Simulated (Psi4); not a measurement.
**Si2H5 (SMILES [SiH2][SiH3]) at UTPSSh/def2-SVPD**

What is the vertical ionisation energy of Si2H5 at UTPSSh/def2-SVPD? 

The results are computed with Psi4 1.11.

2 further runs of the same task are left out: 2 set aside as unsound or not needed.

## 1. The system as given

Si2H5 has 7 atoms, charge 0, and is taken as a doublet. SMILES: `[SiH2][SiH3]`. Geometry: relaxed at PBE0-D4/def2-TZVP.

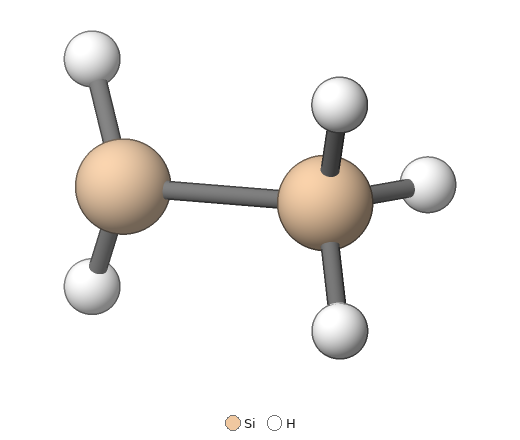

The structure, seen from a chosen angle (silicon light orange, hydrogen white).

## 2. Energy and gradient at UTPSSh/def2-SVPD

The input, input.json:

```json
{
 "schema_name": "qcschema_input",
 "schema_version": 1,
 "molecule": {
  "schema_name": "qcschema_molecule",
  "schema_version": 2,
  "symbols": ["Si", "Si", "H", "H", "H", "H", "H"],
  "geometry": [-0.3960866, -2.5722952, -0.36112666, 0.67633298, 1.68034447, -0.11716302, -0.00491329, -4.01358932, 2.02257387, -2.97367303, -3.07004906, -1.37118528, 0.39684249, 2.83988042, -2.66073438, -0.93692621, 3.105009, 1.6981079, 3.3540749, 1.90257626, 0.70335606],
  "molecular_charge": 0,
  "molecular_multiplicity": 2,
  "fix_symmetry": "c1",
  "fix_com": true,
  "fix_orientation": true
 },
 "driver": "gradient",
 "model": {
  "method": "tpssh",
  "basis": "def2-SVPD"
 },
 "keywords": {
  "reference": "uks",
  "puream": true,
  "e_convergence": 1e-09,
  "d_convergence": 1e-08,
  "scf_type": "pk",
  "dft_radial_points": 99,
  "dft_spherical_points": 590,
  "maxiter": 200
 }
}
```

Run with:

```console
$ psi4 --qcschema input.json -n 1 --memory 1600MB
```

stdout:

```text
[...]
  Running in c1 symmetry.
[...]
  Nuclear repulsion =   82.797384058725640
[...]
  Multiplicity = 2
[...]
  Nalpha       = 17
  Nbeta        = 16
[...]
    Number of basis functions: 88
[...]
   @UKS iter   1:  -581.75435167218018   -4.06899e-01   2.47860e-03 ADIIS/DIIS
[...]
   @UKS iter  11:  -581.79566670583074   -8.29914e-12   6.36520e-09 DIIS
[...]
   @S^2 Observed:                7.541293201E-01
[...]
    Orbital Energies [Eh]
    ---------------------
    Alpha Occupied:
       1A    -65.986955     2A    -65.984625     3A     -5.228420
       4A     -5.225290     5A     -3.583799     6A     -3.577907
       7A     -3.577878     8A     -3.576694     9A     -3.576121
      10A     -3.576018    11A     -0.552258    12A     -0.485850
      13A     -0.358950    14A     -0.348262    15A     -0.334894
      16A     -0.302870    17A     -0.210607
    Alpha Virtual:
      18A     -0.005374    19A      0.000888    20A      0.006177
      21A      0.018686    22A      0.036423    23A      0.037225
      24A      0.063264    25A      0.079086    26A      0.112232
[...]
  @UKS Final Energy:  -581.79566670583074
   => Energetics <=
    Nuclear Repulsion Energy =             82.7973840587256404
    One-Electron Energy =                -969.6099811071920840
    Two-Electron Energy =                 344.4526719484167643
    DFT Exchange-Correlation Energy =     -39.4357416057811321
    Empirical Dispersion Energy =           0.0000000000000000
    VV10 Nonlocal Energy =                  0.0000000000000000
    Total Energy =                       -581.7956667058307403
[...]
 Multipole Moments:
 ------------------------------------------------------------------------------------
     Multipole            Electronic (a.u.)      Nuclear  (a.u.)        Total (a.u.)
 ------------------------------------------------------------------------------------
 L = 1.  Multiply by 2.5417464519 to convert [e a0] to [Debye]
 Dipole X            :         -3.7670458            3.7588542           -0.0081916
 Dipole Y            :         11.7446480          -11.7234829            0.0211651
 Dipole Z            :          6.3171166           -6.3039373            0.0131793
 Magnitude           :                                                    0.0262442
[...]
  -Total Gradient:
     Atom            X                  Y                   Z
    ------   -----------------  -----------------  -----------------
       1       -0.000418040540     0.002356863973     0.000993848258
       2       -0.000421749283    -0.001643330693    -0.000093754774
       3        0.000078297059     0.000533090754    -0.000946013897
       4        0.001067129938     0.000220273586     0.000168403955
       5        0.000000206605    -0.000539523474     0.000592495693
       6        0.000379995697    -0.000623083531    -0.000506508687
       7       -0.000685553696    -0.000303381392    -0.000208497526
[...]
```

The result, in JSON:

```text
{
 "driver": "gradient",
 "model": {
  "method": "tpssh",
  "basis": "def2-SVPD"
 },
 "success": true,
 "return_result": [-0.0004180405396559672, 0.0023568639729175077, 0.0009938482579537888, -0.0004217492826288898, -0.0016433306933991143, -9.375477392159308e-05, 7.829705902147668e-05, 0.0005330907544268543, -0.0009460138966612408, 0.0010671299381997124, 0.00022027358588534718, 0.00016840395530748342, 2.0660509093828328e-07, -0.000539523473651396, 0.0005924956926826319, 0.000379995696741825, -0.0006230835308434768, -0.0005065086871736402, -0.0006855536964221476, -0.0003033813918479483, -0.00020849752587922404],
 "properties": {
  "calcinfo_nbasis": 88,
  "calcinfo_nmo": 88,
  "calcinfo_nalpha": 17,
  "calcinfo_nbeta": 16,
  "calcinfo_natom": 7,
  "nuclear_repulsion_energy": 82.79738405872564,
  "return_energy": -581.7956667058307,
  "return_gradient": [-0.0004180405396559672, 0.0023568639729175077, 0.0009938482579537888, -0.0004217492826288898, -0.0016433306933991143, -9.375477392159308e-05, 7.829705902147668e-05, 0.0005330907544268543, -0.0009460138966612408, 0.0010671299381997124, 0.00022027358588534718, 0.00016840395530748342, 2.0660509093828328e-07, -0.000539523473651396, 0.0005924956926826319, 0.000379995696741825, -0.0006230835308434768, -0.0005065086871736402, -0.0006855536964221476, -0.0003033813918479483, -0.00020849752587922404],
  "scf_one_electron_energy": -969.6099811071921,
  "scf_two_electron_energy": 344.45267194841676,
  "scf_xc_energy": -39.43574160578113,
  "scf_dipole_moment": [-0.00819163683802282, 0.021165112089121862, 0.013179292998181324],
  "scf_total_energy": -581.7956667058307,
  "scf_total_gradient": [-0.0004180405396559672, 0.0023568639729175077, 0.0009938482579537888, -0.0004217492826288898, -0.0016433306933991143, -9.375477392159308e-05, 7.829705902147668e-05, 0.0005330907544268543, -0.0009460138966612408, 0.0010671299381997124, 0.00022027358588534718, 0.00016840395530748342, 2.0660509093828328e-07, -0.000539523473651396, 0.0005924956926826319, 0.000379995696741825, -0.0006230835308434768, -0.0005065086871736402, -0.0006855536964221476, -0.0003033813918479483, -0.00020849752587922404],
  "scf_iterations": 11
 }
}
```

It took 1.9 min on 1 thread of Intel Xeon Platinum 8375C at 2.90GHz (Ice Lake), shared host; peak memory 0.88 GiB.

## 3. The singlet cation, same level

The input, input.dat:

```
memory 1600 MB

molecule {
  1 1
  Si
  Si 1 R2
  H 1 R3 2 A3
  H 1 R4 3 A4 2 D4
  H 2 R5 1 A5 4 D5
  H 2 R6 5 A6 1 D6
  H 2 R7 5 A7 6 D7

  R2 = 2.32444
  R3 = 1.488519
  A3 = 114.52243
  R4 = 1.488478
  A4 = 109.94172
  D4 = -130.59822
  R5 = 1.486639
  A5 = 108.96684
  D5 = -56.24176
  R6 = 1.48994
  A6 = 108.53496
  D6 = -123.05805
  R7 = 1.48669
  A7 = 109.0627
  D7 = -118.06565
  symmetry c1
}

set basis def2-SVPD
set puream true
set e_convergence 1e-09
set d_convergence 1e-08
set scf_type pk
set dft_radial_points 99
set dft_spherical_points 590

energy_value, wavefunction = gradient('tpssh', return_wfn=True)
oeprop(wavefunction, 'QUADRUPOLE', 'LOWDIN_CHARGES', 'WIBERG_LOWDIN_INDICES', title='TPSSH')
print_variables()
```

Run with:

```console
$ psi4 input.dat output.dat -n 1
```

output.dat (excerpt; [...] marks lines left out):

```text
[...]
  Running in c1 symmetry.
[...]
  Nuclear repulsion =   82.797395507358075
[...]
  Multiplicity = 1
[...]
  Nalpha       = 16
  Nbeta        = 16
[...]
    Number of basis functions: 88
[...]
   @RKS iter   1:  -581.45306243973141   -1.05610e-01   2.14312e-03 ADIIS/DIIS
[...]
   @RKS iter  10:  -581.48784974524267   -1.92131e-11   5.47941e-09 DIIS
[...]
  @RKS Final Energy:  -581.48784974524267
   => Energetics <=
    Nuclear Repulsion Energy =             82.7973955073580754
    One-Electron Energy =                -961.7599165588997039
    Two-Electron Energy =                 336.6590637638239514
    DFT Exchange-Correlation Energy =     -39.1843924575248721
    Empirical Dispersion Energy =           0.0000000000000000
    VV10 Nonlocal Energy =                  0.0000000000000000
    Total Energy =                       -581.4878497452425563
[...]
  -Total Gradient:
     Atom            X                  Y                   Z
    ------   -----------------  -----------------  -----------------
       1       -0.041297552634    -0.020035009936    -0.006187183091
       2        0.024162493890     0.011743714897    -0.032624748211
       3        0.012880969666     0.004931879565     0.007948169809
       4        0.011847106817     0.007057800778     0.007950663531
       5       -0.000920863954    -0.000240211512     0.004720174734
       6       -0.005904076753    -0.002883881082     0.013470165591
       7       -0.000769246183    -0.000574882985     0.004723104124
[...]
 Multipole Moments:
 ------------------------------------------------------------------------------------
     Multipole            Electronic (a.u.)      Nuclear  (a.u.)        Total (a.u.)
 ------------------------------------------------------------------------------------
 L = 1.  Multiply by 2.5417464519 to convert [e a0] to [Debye]
 Dipole X            :         -0.9960424            0.8712232           -0.1248192
 Dipole Y            :         -0.4815786            0.4214307           -0.0601479
 Dipole Z            :         -2.3851402            1.2619846           -1.1231556
 Magnitude           :                                                    1.1316696
 L = 2.  Multiply by 1.3450342976 to convert [e a0^2] to [Debye ang]
 Quadrupole XX       :        -31.8196368           14.3499200          -17.4697168
 Quadrupole XY       :          3.8633514           -3.2595071            0.6038444
[...]
```

It took 71 s on 1 thread of Intel Xeon Platinum 8375C at 2.90GHz (Ice Lake), shared host; peak memory 0.9 GiB.

## 4. Results

Level: UTPSSh/def2-SVPD.

| quantity | value |
| --- | --- |
| doublet Si2H5: total energy | -581.79567 Eh |
| doublet Si2H5: dipole moment | 0.07 D |
| doublet Si2H5: HOMO energy (highest over α and β) | -5.73 eV |
| doublet Si2H5: LUMO energy (lowest over α and β) | -3.17 eV |
| doublet Si2H5: ⟨S²⟩ | 0.754 |
| doublet Si2H5: largest force on an atom | 0.133 eV/Å |
| singlet cation: total energy | -581.48785 Eh |
| singlet cation: HOMO energy | -14.26 eV |
| singlet cation: LUMO energy | -10.77 eV |
| singlet cation: HOMO–LUMO gap | 3.49 eV |
| singlet cation: largest force on an atom | 2.382 eV/Å |
| vertical ionisation energy (to the singlet cation) | 8.376 eV |

Removing an electron at fixed nuclei costs 8.38 eV (193 kcal/mol). Only the singlet of the ionised species was computed; a triplet could lie lower.
